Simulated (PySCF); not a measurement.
# One shape, several levels: C3H9AlO (SMILES C[CH](C)[AlH][OH])

Aim: a comparison of 4 runs (HF/STO-3G, HF/def2-SVP, r2SCAN/6-31G, MP2/6-311G**) of C3H9AlO. The job is set up through a Python script.

The results are computed with PySCF 2.14.0.

### 1 The structure to begin with

The species is C3H9AlO (14 atoms), meant as a singlet with charge 0. SMILES: `C[CH](C)[AlH][OH]`. Geometry: relaxed at PBE0-D4/def2-TZVP. This is one conformer, not always the lowest.

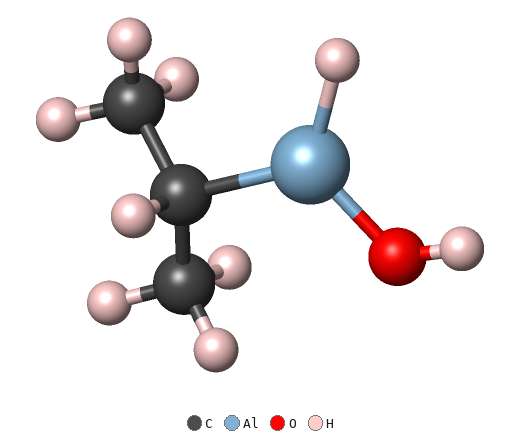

The structure, seen from a chosen angle (carbon dark grey, aluminium light blue, oxygen red, hydrogen pink).

### 2 Energy and forces at HF/STO-3G (run 1)

Input file mol.xyz:

```xyz
14

C     -1.186200     0.221100     1.212300
C      0.152600     0.205300     0.473200
C      0.817900    -1.168000     0.543800
Al    -0.001900     0.901900    -1.352900
O      1.029800     0.242100    -2.533700
H     -1.894800    -0.489700     0.774100
H     -1.662600     1.205600     1.193000
H     -1.063700    -0.062900     2.264200
H      0.815300     0.923100     0.983600
H      0.197800    -1.936200     0.071100
H      1.786100    -1.184000     0.038100
H      0.976200    -1.479900     1.583300
H     -1.013800     2.054500    -1.778800
H      1.034300     0.538000    -3.442400
```

Input file input.py:

```python
from pyscf import gto

mol = gto.M(
    atom='mol.xyz',
    basis='sto-3g',
    max_memory=1860,
    verbose=4,
    spin=0,
)

myscf = mol.RHF()
myscf.conv_tol = 1e-10
myscf.kernel()
if not myscf.converged:
    myscf = myscf.newton().run(myscf.mo_coeff, myscf.mo_occ)

e_tot = myscf.e_tot
print('E = %.10f Eh' % e_tot)
grad = myscf.nuc_grad_method().kernel()
myscf.analyze()
```

Started as:

```sh
OMP_NUM_THREADS=1 python input.py
```

Log:

```text
PySCF version 2.14.0

[... 85 lines left out ...]
Two-electron Energy =                  384.667891168049891
[... 9 lines left out ...]
MO #6   energy= -4.72935052207746  occ= 2
[... 7 lines left out ...]
MO #14  energy= -0.571017037751404 occ= 2
[... 7 lines left out ...]
MO #22  energy= -0.33048258927367  occ= 2
[... 7 lines left out ...]
MO #30  energy= 0.695788574400114  occ= 0
[... 7 lines left out ...]
MO #38  energy= 0.861908902156134  occ= 0
[... 55 lines left out ...]
Dipole moment(X, Y, Z, Debye): -0.50348,  0.96875, -0.69567
```

Run time: 7.2 s. Hardware: 1 thread of Intel Xeon at 2.50GHz (Skylake/Cascade Lake), shared host; peak memory 0.12 GiB.

### 3 Energy and gradient at HF/def2-SVP (run 2)

Input file job.py:

```python
from pyscf import gto, scf

mol = gto.M(
    atom='''
C   -1.186200   0.221100   1.212300
C    0.152600   0.205300   0.473200
C    0.817900  -1.168000   0.543800
Al  -0.001900   0.901900  -1.352900
O    1.029800   0.242100  -2.533700
H   -1.894800  -0.489700   0.774100
H   -1.662600   1.205600   1.193000
H   -1.063700  -0.062900   2.264200
H    0.815300   0.923100   0.983600
H    0.197800  -1.936200   0.071100
H    1.786100  -1.184000   0.038100
H    0.976200  -1.479900   1.583300
H   -1.013800   2.054500  -1.778800
H    1.034300   0.538000  -3.442400
''',
    verbose=4,
    basis='def2-svp',
    max_memory=1860,
    spin=0,
    charge=0,
)

hf = scf.RHF(mol)
hf.conv_tol = 1e-10
hf.kernel()
if not hf.converged:
    hf = hf.newton().run(hf.mo_coeff, hf.mo_occ)

e_final = hf.e_tot
print('E = %.10f Eh' % e_final)
grad = hf.nuc_grad_method().kernel()
dip = hf.dip_moment()
pop, q = hf.mulliken_pop()
```

Started as:

```sh
OMP_NUM_THREADS=1 python job.py
```

Log:

```text
PySCF version 2.14.0

[... 70 lines left out ...]
converged SCF energy = -435.451435388658
[... 12 lines left out ...]
Dipole moment(X, Y, Z, Debye): -0.32706,  0.70081, -0.51724
[... 134 lines left out ...]
charge of   13H =      0.20715
```

Wall time 43 s (1 thread of Intel Xeon at 2.50GHz (Skylake/Cascade Lake), shared host); peak memory 0.31 GiB.

### 4 Energy and forces at r2SCAN/6-31G (run 3)

Input file input.py:

```python
import pyscf.grad
from pyscf import gto, dft

system = gto.M(
    atom='''
C     -2.241593     0.417818     2.290915
C      0.288372     0.387961     0.894218
C      1.545607    -2.207200     1.027633
Al    -0.003590     1.704344    -2.556610
O      1.946040     0.457503    -4.787999
H     -3.580653    -0.925399     1.462837
H     -3.141859     2.278254     2.254443
H     -2.010102    -0.118864     4.278718
H      1.540694     1.744406     1.858735
H      0.373788    -3.658888     0.134360
H      3.375240    -2.237436     0.071999
H      1.844751    -2.796606     2.992003
H     -1.915804     3.882442    -3.361445
H      1.954544     1.016673    -6.505193
''',
    max_memory=1860,
    unit='bohr',
    basis='6-31g',
    verbose=4,
)

calc0 = dft.RKS(system, xc='r2scan')
calc0.conv_tol = 1e-10
calc0.grids.level = 5
calc0.kernel()
if not calc0.converged:
    calc0 = calc0.newton().run(calc0.mo_coeff, calc0.mo_occ)

etot = calc0.e_tot
print('Final energy', etot)
grad = calc0.Gradients().kernel()
dip = calc0.dip_moment()
pop, q = calc0.mulliken_pop()
```

Started as:

```sh
OMP_NUM_THREADS=1 python input.py
```

Log:

```text
PySCF version 2.14.0

[... 89 lines left out ...]
converged SCF energy = -437.198028488495
Final energy -437.1980284884953
[... 12 lines left out ...]
Dipole moment(X, Y, Z, Debye): -0.43733,  0.78299, -0.50207
[... 82 lines left out ...]
charge of   13H =      0.40452
```

Run time: 2 min. Hardware: 1 thread of Intel Xeon at 2.50GHz (Skylake/Cascade Lake), shared host; peak memory 0.67 GiB.

### 5 Energy and forces at MP2/6-311G(d,p) (run 4)

Input file input.py:

```python
import pyscf.grad
from pyscf import gto, scf, mp

mol = gto.M(
    atom='''
C     -2.241593     0.417818     2.290915
C      0.288372     0.387961     0.894218
C      1.545607    -2.207200     1.027633
Al    -0.003590     1.704344    -2.556610
O      1.946040     0.457503    -4.787999
H     -3.580653    -0.925399     1.462837
H     -3.141859     2.278254     2.254443
H     -2.010102    -0.118864     4.278718
H      1.540694     1.744406     1.858735
H      0.373788    -3.658888     0.134360
H      3.375240    -2.237436     0.071999
H      1.844751    -2.796606     2.992003
H     -1.915804     3.882442    -3.361445
H      1.954544     1.016673    -6.505193
''',
    charge=0,
    max_memory=1860,
    spin=0,
    basis='6-311g**',
    unit='bohr',
    verbose=3,
)

mf = scf.RHF(mol)
mf.conv_tol = 1e-10
mf.kernel()
if not mf.converged:
    mf = mf.newton().run(mf.mo_coeff, mf.mo_occ)

pt = mp.MP2(mf, frozen=9).run()
energy = pt.e_tot
print(f'total energy: {energy:.8f} hartree')
grad = pt.Gradients().kernel()
mf.analyze()
```

Started as:

```sh
OMP_NUM_THREADS=1 python input.py
```

Log:

```text
converged SCF energy = -435.725952946542
[... 33 lines left out ...]
MO #22  energy= -0.468871571006403 occ= 2
[... 25 lines left out ...]
MO #48  energy= 0.602099723412361  occ= 0
[... 25 lines left out ...]
MO #74  energy= 1.26373634637621   occ= 0
[... 25 lines left out ...]
MO #100 energy= 2.22484808794859   occ= 0
[... 25 lines left out ...]
MO #126 energy= 3.20912582857665   occ= 0
[... 25 lines left out ...]
MO #152 energy= 123.042464378427   occ= 0
[... 15 lines left out ...]
Dipole moment(X, Y, Z, Debye): -0.37504,  0.75103, -0.46874
```

It took 3.3 min on 1 thread of Intel Xeon at 2.50GHz (Skylake/Cascade Lake), shared host; peak memory 2 GiB.

### 6 The series

```csv
run,level,integration grid,frozen core orbitals,energy (Eh),dipole moment (D) of the reference,HOMO energy (eV),LUMO energy (eV),wall time
1,HF/STO-3G,–,–,-430.358263,1.29,-8.05,9.54,7.2 s
2,HF/def2-SVP,–,–,-435.451435,0.93,-10.17,2.39,43 s
3,r2SCAN/6-31G,5,–,-437.198028,1.03,-6.11,-0.94,2 min
4,MP2/6-311G**,–,9,-436.458941,0.96,-10.14,1.80,3.3 min
```

### 7 Summary of results

| quantity | value |
| --- | --- |
| run 4: total energy | -436.45894 Eh |
| run 4: dipole moment (Hartree–Fock density) | 0.96 D |
| run 4: HOMO energy (Hartree–Fock orbitals) | -10.14 eV |
| run 4: LUMO energy (Hartree–Fock orbitals) | 1.80 eV |
| run 4: HOMO–LUMO gap (Hartree–Fock orbitals) | 11.95 eV |
| run 4: correlation energy (9 core orbitals frozen) | -733.0 mEh |
| run 4: largest force on an atom | 0.445 eV/Å |

What this shows: Over runs 1, 2, 3 the dipole moment (its size) runs from 0.93 D (HF/def2-SVP) to 1.29 D (HF/STO-3G). Over runs 1, 2, 3 the HOMO–LUMO gap runs from 5.17 eV (r2SCAN/6-31G) to 17.59 eV (HF/STO-3G). The two ends differ in method and basis. In run 1 the basis is minimal, so the values are rough. All runs together took 6.2 min, the longest 3.3 min.
